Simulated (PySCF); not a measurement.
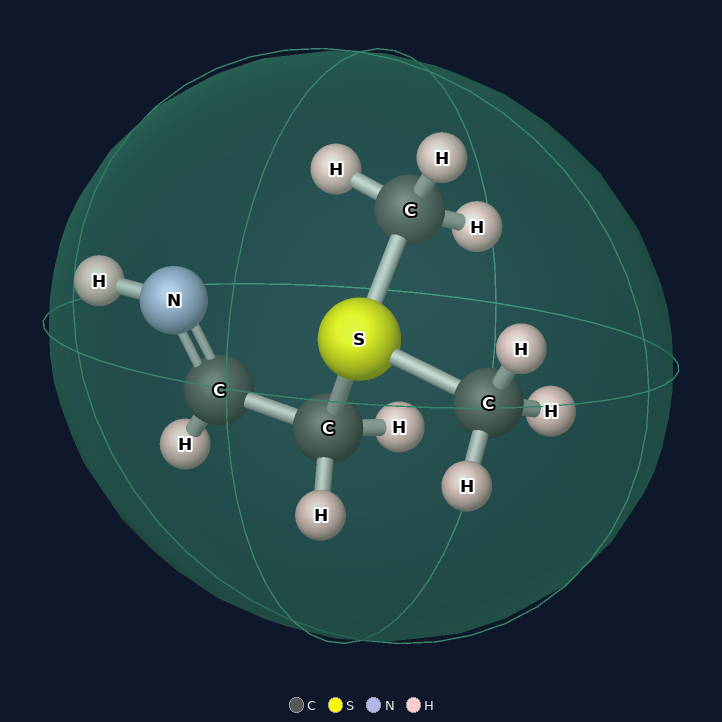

The ellipsoid shows the static dipole polarisability: its half-axes are proportional to the principal values. State: charge +1, singlet. The computed structure is the end point of a PBE0-D3(BJ)/def2-SVP optimisation. No frequency run is at hand to confirm it as a minimum. Computed with LDA/def2-SVPD (PySCF 2.14.0).

Question. How large and how anisotropic is the polarisability?

Answer. Principal values 58.3, 75.6, 88.4 bohr³; mean 74.1 bohr³ (10.98 Å³); anisotropy 26.2 bohr³, so the longest axis is 1.52 times the shortest.
